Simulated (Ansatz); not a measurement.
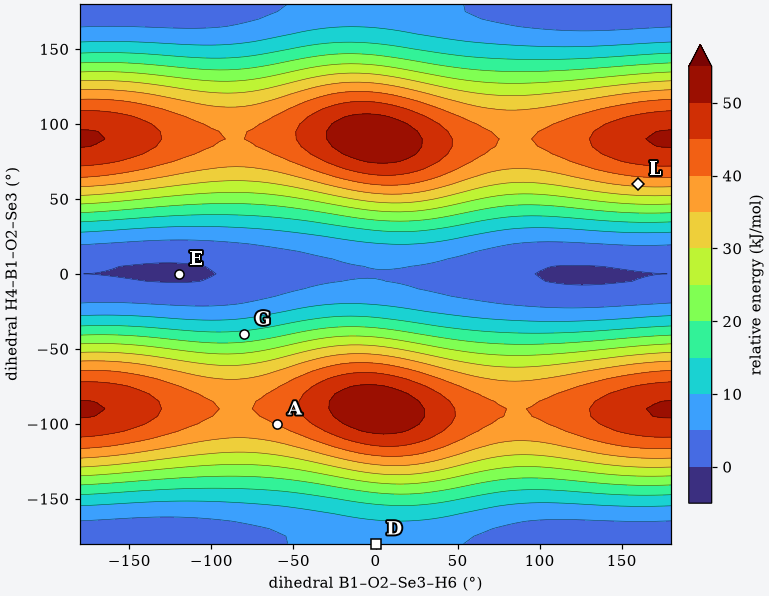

BH₃OSe, SMILES BO[SeH]. 
- The first coordinate is: dihedral B1–O2–Se3–H6; the second: dihedral H4–B1–O2–Se3.
- Nothing is relaxed (all other coordinates rigid).
- The grid has 18 × 18 points.
- Points are written as (first, second).
- Energies: kJ/mol, counted from the relaxed molecule at the same level.
- Theory: RHF/def2-TZVP (Ansatz).

Drawn: filled contours, one colour for all values above the top of the scale, lettered points. Between grid points the surface is interpolated.

Q: Is L the lowest point of the computed grid?

A: No. L lies 36.9 kJ/mol above the lowest grid point, which is at (−120°, 0°).

Q: What kind of point is each of D, E, G, L: minimum, saddle, maximum or slope?

A: D: saddle point; E: minimum; G: on a slope; L: on a slope. (In these two coordinates alone; a stationary point may lie a little off the grid point.)

Q: Rank the lettered points by energy, lowest first.

A: E (−0.6 kJ/mol), D (7.1 kJ/mol), G (16.3 kJ/mol), L (36.4 kJ/mol), A (40.3 kJ/mol).
